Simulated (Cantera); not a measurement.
Input: 1 mol PH3, 0.96 mol O2, 5.9 mol H2, held at 71.0 mbar.

Method: chemical equilibrium by Gibbs-energy minimisation in Cantera with the NASA 1993 tables (ideal gas, pure condensed phases). Candidate condensed phases: H2O, P, P4O10; 31 gas species. Ions and electrons are included (thermal ionisation). Gases not in the tables: HPO2, HPO3 and P4O6. The numbers say what is thermodynamically allowed, not how fast it happens.

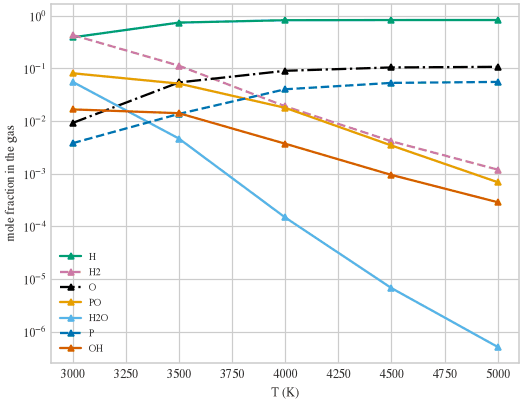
Fig. 1. Equilibrium gas composition (values under 1e-9 drawn at 1e-9)

Read off the mole fractions at 4000 K.

H about 0.83, O about 0.090, P about 0.040, H2 about 0.019, PO about 0.018, OH about 0.0037, H2O about 0.00015.
